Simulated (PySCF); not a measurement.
# OsO2F2: forces at shaken geometries

Aim: move all atoms of relaxed OsO2F2 at random and read energies and forces. The species was built from a template and needn't be a known compound.

The runs use PySCF 2.14.0; BP86, Os def2-SVP with ECP60, O def2-SVP, F def2-SVP; scalar-relativistic core potentials, no spin–orbit coupling.

3 further runs of the same task are left out: 2 for a known fault of the program, 1 that didn't finish.

## (1) Where the work starts

5 atoms, charge 0, spin multiplicity 3.

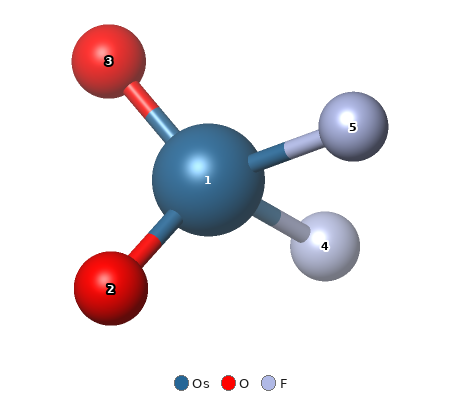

The geometry (osmium blue, oxygen red, fluorine light blue); atoms are numbered from 1 in the order of the file.

Coordinates:

| atom | x (Å) | y (Å) | z (Å) |
| --- | --- | --- | --- |
| Os1 | 0.00000 | 0.00000 | 0.12384 |
| O2 | 0.97179 | 0.97179 | 1.16834 |
| O3 | -0.97179 | -0.97179 | 1.16834 |
| F4 | 0.90696 | -0.90696 | -1.26291 |
| F5 | -0.90696 | 0.90696 | -1.26291 |

Formal oxidation states: Os +6. An earlier session relaxed this geometry at BP86, Os def2-SVP with ECP60, O def2-SVP, F def2-SVP (triplet, point group C2v).

Its energy there is -440.716827 Eh.

## (2) Atoms moved at random, σ = 0.15 Å

run.py (the lines that set the calculation) reads:

```python
mol = gto.M(atom='''
Os    -0.29684     0.10068     0.16315
O      0.87783     0.97937     1.32067
O     -0.88546    -1.00488     1.17475
F      0.97959    -0.75923    -1.40621
F     -0.67512     0.68405    -1.31764''',
    basis={'Os': 'def2-SVP', 'O': 'def2-SVP', 'F': 'def2-SVP'},
    ecp={'Os': 'def2-SVP'},
    charge=0, spin=2)
mf = dft.UKS(mol, xc='B88,P86')
mf.grids.atom_grid = (50, 194)
mf = mf.density_fit()  # fitting sets: Os def2-universal-JKFIT, O def2-universal-JKFIT, F def2-universal-JKFIT
mf.conv_tol = 1e-08; mf.max_cycle = 55
mf.kernel(dm0)  # dm0: the density of the relaxed state
```

Command:

```bash
$ OMP_NUM_THREADS=2 python run.py
```

Standard output:

```text
init E= -440.508338095236
  HOMO = -0.340535494293  LUMO = -0.327526122455  gap/eV = 0.35400
cycle= 1 E= -440.536940391586  delta_E= -0.0286  |g|= 0.38  |ddm|= 1.41
  HOMO = -0.169212954992  LUMO = -0.163040825271  gap/eV = 0.16795
cycle= 2 E= -439.526689545351  delta_E= 1.01  |g|= 1.57  |ddm|= 1.61
  HOMO = -0.196544374044  LUMO = -0.182221351549  gap/eV = 0.38975
cycle= 3 E= -440.456481193019  delta_E= -0.93  |g|= 0.575  |ddm|= 1.37
  HOMO = -0.233314497013  LUMO = -0.220969405297  gap/eV = 0.33593
cycle= 4 E= -440.561797520398  delta_E= -0.105  |g|= 0.311  |ddm|= 0.626
  HOMO = -0.24842756755  LUMO = -0.224199577373  gap/eV = 0.65928
cycle= 5 E= -440.569175949069  delta_E= -0.00738  |g|= 0.263  |ddm|= 0.319
  HOMO = -0.247567692649  LUMO = -0.227988661665  gap/eV = 0.53277
cycle= 6 E= -440.596848339971  delta_E= -0.0277  |g|= 0.0799  |ddm|= 0.231
  HOMO = -0.245237644454  LUMO = -0.225221273251  gap/eV = 0.54467
cycle= 7 E= -440.599192757443  delta_E= -0.00234  |g|= 0.0332  |ddm|= 0.0703
  HOMO = -0.244341619202  LUMO = -0.223691322056  gap/eV = 0.56192
cycle= 8 E= -440.599612043327  delta_E= -0.000419  |g|= 0.009  |ddm|= 0.0299
  HOMO = -0.245080148628  LUMO = -0.224169270461  gap/eV = 0.56901
cycle= 9 E= -440.599641326196  delta_E= -2.93e-05  |g|= 0.00166  |ddm|= 0.00884
  HOMO = -0.245036848247  LUMO = -0.224081003855  gap/eV = 0.57024
cycle= 10 E= -440.59964273676  delta_E= -1.41e-06  |g|= 0.000989  |ddm|= 0.00327
  HOMO = -0.245048937849  LUMO = -0.224056987818  gap/eV = 0.57122
cycle= 11 E= -440.599643226143  delta_E= -4.89e-07  |g|= 0.000362  |ddm|= 0.00143
  HOMO = -0.245047096515  LUMO = -0.224052598383  gap/eV = 0.57129
cycle= 12 E= -440.599643291527  delta_E= -6.54e-08  |g|= 0.000179  |ddm|= 0.000659
  HOMO = -0.245044551791  LUMO = -0.224049028953  gap/eV = 0.57132
cycle= 13 E= -440.599643307026  delta_E= -1.55e-08  |g|= 1.37e-05  |ddm|= 0.000203
  HOMO = -0.24504566883  LUMO = -0.224050128625  gap/eV = 0.57132
cycle= 14 E= -440.5996433071  delta_E= -7.39e-11  |g|= 1.22e-05  |ddm|= 2.49e-05
  HOMO = -0.245042982962  LUMO = -0.22404795042  gap/eV = 0.57130
Extra cycle  E= -440.599643306073  delta_E= 1.03e-09  |g|= 5.23e-05  |ddm|= 5.05e-05
converged SCF energy = -440.599643306073  <S^2> = 2.0040062  2S+1 = 3.0026696
```

Run time: 4.8 s. Hardware: 2 threads of Intel Xeon Platinum 8375C at 2.90GHz (Ice Lake), shared host.

Read off: E = -440.599643 Eh (+3.189 eV from the relaxed state), HOMO -6.67 eV, LUMO -6.10 eV (over both spins), ⟨S²⟩ = 2.004, Mulliken charge on Os1 +0.98 e, largest force component 11.049 eV/Å. 

| atom | Fx | Fy | Fz (eV/Å) |
| --- | --- | --- | --- |
| Os1 | 10.530 | -0.566 | 7.875 |
| O2 | -2.084 | -1.116 | -2.618 |
| O3 | -3.276 | -4.330 | 3.479 |
| F4 | -0.536 | 0.346 | 2.312 |
| F5 | -4.635 | 5.666 | -11.049 |

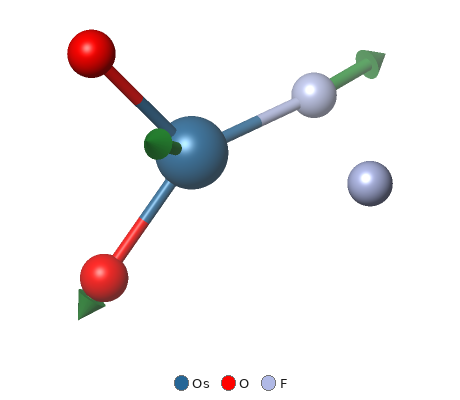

Forces as arrows, the longest for the largest force.

## (3) Atoms moved at random, σ = 0.15 Å

run.py (the lines that set the calculation) reads:

```python
mol = gto.M(atom='''
Os     0.02583     0.22771     0.27337
O      0.84265     0.75822     1.23780
O     -0.83762    -0.72443     1.14495
F      0.98435    -0.89646    -1.33561
F     -1.01521     0.63495    -1.38580''',
    basis={'Os': 'def2-SVP', 'O': 'def2-SVP', 'F': 'def2-SVP'},
    ecp={'Os': 'def2-SVP'},
    charge=0, spin=2)
mf = dft.UKS(mol, xc='B88,P86')
mf.grids.atom_grid = (50, 194)
mf = mf.density_fit()  # fitting sets: Os def2-universal-JKFIT, O def2-universal-JKFIT, F def2-universal-JKFIT
mf.conv_tol = 1e-08; mf.max_cycle = 55
mf.kernel(dm0)  # dm0: the density of the relaxed state
```

Command:

```bash
$ OMP_NUM_THREADS=2 python run.py
```

Standard output:

```text
init E= -440.615150694787
cycle= 1 E= -440.268764630563  delta_E= 0.346  |g|= 0.59  |ddm|= 1.61
  HOMO = -0.0979134095442  LUMO = -0.0930980511784  gap/eV = 0.13103
cycle= 2 E= -431.253715139533  delta_E= 9.02  |g|= 4.02  |ddm|= 3.35
cycle= 3 E= -439.925429080254  delta_E= -8.67  |g|= 1.13  |ddm|= 3.06
cycle= 4 E= -440.13354088582  delta_E= -0.208  |g|= 0.837  |ddm|= 1.33
cycle= 5 E= -440.412877045231  delta_E= -0.279  |g|= 0.148  |ddm|= 0.701
cycle= 6 E= -440.4103742896  delta_E= 0.0025  |g|= 0.169  |ddm|= 0.197
cycle= 7 E= -440.421194128678  delta_E= -0.0108  |g|= 0.0346  |ddm|= 0.155
cycle= 8 E= -440.421437339705  delta_E= -0.000243  |g|= 0.0235  |ddm|= 0.0397
cycle= 9 E= -440.421636753281  delta_E= -0.000199  |g|= 0.00543  |ddm|= 0.0196
cycle= 10 E= -440.421649034283  delta_E= -1.23e-05  |g|= 0.000991  |ddm|= 0.00474
cycle= 11 E= -440.421649435996  delta_E= -4.02e-07  |g|= 0.000366  |ddm|= 0.00172
cycle= 12 E= -440.421649505367  delta_E= -6.94e-08  |g|= 7.64e-05  |ddm|= 0.000468
cycle= 13 E= -440.421649619181  delta_E= -1.14e-07  |g|= 1.76e-05  |ddm|= 0.000168
cycle= 14 E= -440.421649508998  delta_E= 1.1e-07  |g|= 9.92e-06  |ddm|= 2.4e-05
cycle= 15 E= -440.421649509043  delta_E= -4.52e-11  |g|= 2.22e-06  |ddm|= 1.38e-05
Extra cycle  E= -440.42164950901  delta_E= 3.32e-11  |g|= 9.11e-06  |ddm|= 1.12e-05
converged SCF energy = -440.42164950901  <S^2> = 2.0028154  2S+1 = 3.0018764
```

It took 5 s on 2 threads of Intel Xeon Platinum 8375C at 2.90GHz (Ice Lake), shared host.

It gives: E = -440.421650 Eh (+8.032 eV from the relaxed state), HOMO -5.62 eV, LUMO -5.88 eV (over both spins), ⟨S²⟩ = 2.003, Mulliken charge on Os1 +1.04 e, largest force component 43.171 eV/Å. An empty level of one spin lies below a filled level of the other.

| atom | Fx | Fy | Fz (eV/Å) |
| --- | --- | --- | --- |
| Os1 | -17.228 | -10.385 | -43.171 |
| O2 | 27.458 | 19.080 | 31.178 |
| O3 | -9.689 | -10.284 | 8.224 |
| F4 | -0.862 | 1.048 | 2.212 |
| F5 | 0.320 | 0.541 | 1.558 |

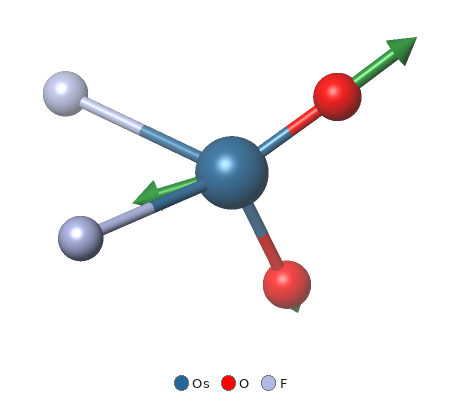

Forces as arrows, the longest for the largest force.

## (4) Atoms moved at random, σ = 0.06 Å

run.py (the lines that set the calculation) reads:

```python
mol = gto.M(atom='''
Os    -0.01357     0.00823     0.15538
O      0.93076     0.91643     1.12964
O     -0.90213    -0.94641     1.13382
F      0.85254    -0.88358    -1.22443
F     -0.86760     0.90534    -1.25969''',
    basis={'Os': 'def2-SVP', 'O': 'def2-SVP', 'F': 'def2-SVP'},
    ecp={'Os': 'def2-SVP'},
    charge=0, spin=2)
mf = dft.UKS(mol, xc='B88,P86')
mf.grids.atom_grid = (50, 194)
mf = mf.density_fit()  # fitting sets: Os def2-universal-JKFIT, O def2-universal-JKFIT, F def2-universal-JKFIT
mf.conv_tol = 1e-08; mf.max_cycle = 55
mf.kernel(dm0)  # dm0: the density of the relaxed state
```

Command:

```bash
$ OMP_NUM_THREADS=2 python run.py
```

Standard output:

```text
init E= -440.82163398348
cycle= 1 E= -440.689742716855  delta_E= 0.132  |g|= 0.114  |ddm|= 0.256
cycle= 2 E= -440.637128269359  delta_E= 0.0526  |g|= 0.389  |ddm|= 0.364
cycle= 3 E= -440.69478987276  delta_E= -0.0577  |g|= 0.0323  |ddm|= 0.282
cycle= 4 E= -440.694746939244  delta_E= 4.29e-05  |g|= 0.0323  |ddm|= 0.0412
cycle= 5 E= -440.695112805021  delta_E= -0.000366  |g|= 0.0102  |ddm|= 0.0296
cycle= 6 E= -440.695112066721  delta_E= 7.38e-07  |g|= 0.0101  |ddm|= 0.016
cycle= 7 E= -440.695150278999  delta_E= -3.82e-05  |g|= 0.0025  |ddm|= 0.00962
cycle= 8 E= -440.695152573952  delta_E= -2.29e-06  |g|= 0.000743  |ddm|= 0.00217
cycle= 9 E= -440.69515279566  delta_E= -2.22e-07  |g|= 9.83e-05  |ddm|= 0.000674
cycle= 10 E= -440.695152799949  delta_E= -4.29e-09  |g|= 2.85e-05  |ddm|= 0.000101
Extra cycle  E= -440.695152798188  delta_E= 1.76e-09  |g|= 7.54e-05  |ddm|= 7.58e-05
converged SCF energy = -440.695152798188  <S^2> = 2.0027322  2S+1 = 3.0018209
```

Wall time 4 s (2 threads of Intel Xeon Platinum 8375C at 2.90GHz (Ice Lake), shared host).

It gives: E = -440.695153 Eh (+0.590 eV from the relaxed state), HOMO -5.47 eV, LUMO -5.62 eV (over both spins), ⟨S²⟩ = 2.003, Mulliken charge on Os1 +1.11 e, largest force component 6.999 eV/Å. An empty level of one spin lies below a filled level of the other.

| atom | Fx | Fy | Fz (eV/Å) |
| --- | --- | --- | --- |
| Os1 | -0.364 | 0.493 | -6.999 |
| O2 | 3.595 | 3.480 | 4.011 |
| O3 | -3.510 | -3.687 | 4.113 |
| F4 | 0.631 | -0.617 | -0.810 |
| F5 | -0.352 | 0.331 | -0.315 |

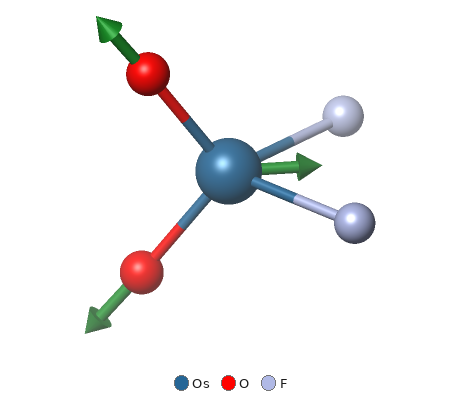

Forces as arrows, the longest for the largest force.

## (5) The displacements side by side

| σ (Å) | energy rise (eV) | harmonic estimate −½ F·u (eV) | largest force component (eV/Å) |
| --- | --- | --- | --- |
| 0.15 | 3.189 | 2.627 | 11.05 |
| 0.15 | 8.032 | 9.673 | 43.17 |
| 0.06 | 0.590 | 0.641 | 7.00 |

Every displacement raises the energy. For a harmonic well the rise equals −½ F·u; the two differ by at most 20 % here (a move with σ = 0.15 Å), from anharmonicity, the grid and the small forces left at the relaxed point. These are double-zeta-type bases without diffuse functions. Spin–orbit coupling is left out for this open shell, where it can reorder the states. Open shells may have lower solutions than the one found.
